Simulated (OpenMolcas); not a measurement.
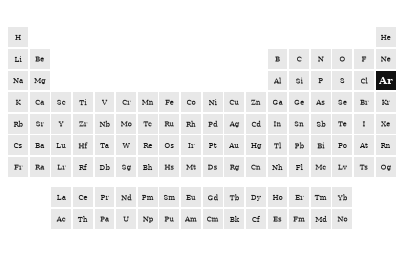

**Figure 1.** The place of argon in the periodic table.

# Multiconfigurational calculation for Ar⁶⁺

System: Ar⁶⁺.
Method: state-averaged CASSCF, active space 2 electrons in the shells 3s 3p 4s 4p, basis ANO-R3, X2C scalar Hamiltonian, spin-orbit coupling by RASSI with atomic mean-field integrals (OpenMolcas).

### Input
```
&GATEWAY
Coord
1

Ar 0.0 0.0 0.0
Basis=ANO-R3
Group=XYZ
NoMove
AngMom=0.0 0.0 0.0
AMFI
&SEWARD
&RASSCF
FileOrb=start.orb
Symmetry=1
Spin=3
nActEl=2 0 0
Inactive=2 3
Ras2=1 3
CIRoot=3 3 1
SDav=3
CIMx=300
Iter=120 100
PrWF=0.3
OrbListing=Nothing
MaxOrb=0
Atom
>>> COPY $Project.JobIph JOBPRE
&RASSCF
FileOrb=start.orb
Symmetry=1
Spin=3
nActEl=2 0 0
Inactive=2 3
Ras2=2 6
CIRoot=19 19 1
SDav=16
CIMx=300
Iter=74 100
PrWF=0.3
OrbListing=Nothing
MaxOrb=0
Atom
CIOnly
>>> COPY $Project.JobIph JOB001
```

The file start.orb holds starting orbitals from an earlier step.

Hardware: 1 CPU thread, shared host.

Command:
```bash
OMP_NUM_THREADS=1 MOLCAS_MEM=2252 MOLCAS_PROJECT=a pymolcas a.inp > a.log  # once for each step of the input, in one work folder
```

### The program's output (extracts)
```
--- SEWARD ---
Basis set label: AR.ANO-R...6S5P4D2F1G.

      Electronic valence basis set:
      ------------------
      Associated Effective Charge  18.000000 au
      Associated Actual Charge     18.000000 au
      Nuclear Model: Finite nucleus - Gaussian distribution
        Gaussian exponent, Xi/bohr**(-2):  3.57222E+08

      Shell  nPrim  nBasis  Cartesian Spherical Contaminant
         s      17       6        X
         p      12       5        X
         d       7       4                 X
         f       5       2                 X
         g       2       1                 X
                  Relativistic X2C integrals
                  Atomic mean-field integrals
--- RASSCF ---
Wave function specifications:
      -----------------------------

      Number of closed shell electrons          10
      Number of electrons in active shells       2
      Max number of holes in RAS1 space          0
      Max nr of electrons in RAS3 space          0
      Number of inactive orbitals                5
      Number of active orbitals                  8
      Number of secondary orbitals              51
      Spin quantum number                      1.0
      State symmetry                             1
Orbital specifications:
      -----------------------

      Symmetry species                           1   2
                                                ag  au
      Frozen orbitals                            0   0
      Inactive orbitals                          2   3
      Active orbitals                            2   6
      RAS1 orbitals                              0   0
      RAS2 orbitals                              2   6
      RAS3 orbitals                              0   0
      Secondary orbitals                        31  20
      Deleted orbitals                           0   0
      Number of basis functions                 35  29
      Number of CSFs                            16
      Number of root(s) required                19
 ************ ERROR ***********
  You can't ask for more roots
  than there are configurations
 ******************************
--- Stop Module: rasscf at  /rc=_RC_INPUT_ERROR_ ---
.####################.
.# User input error #.
.####################.
```

### Outcome

- outcome: refused by the program

### What went wrong

The input is odd on purpose: too many roots. The program refused the input: “You can't ask for more roots”. Limits: RASSCF multiplicity 3: _RC_INPUT_ERROR_.
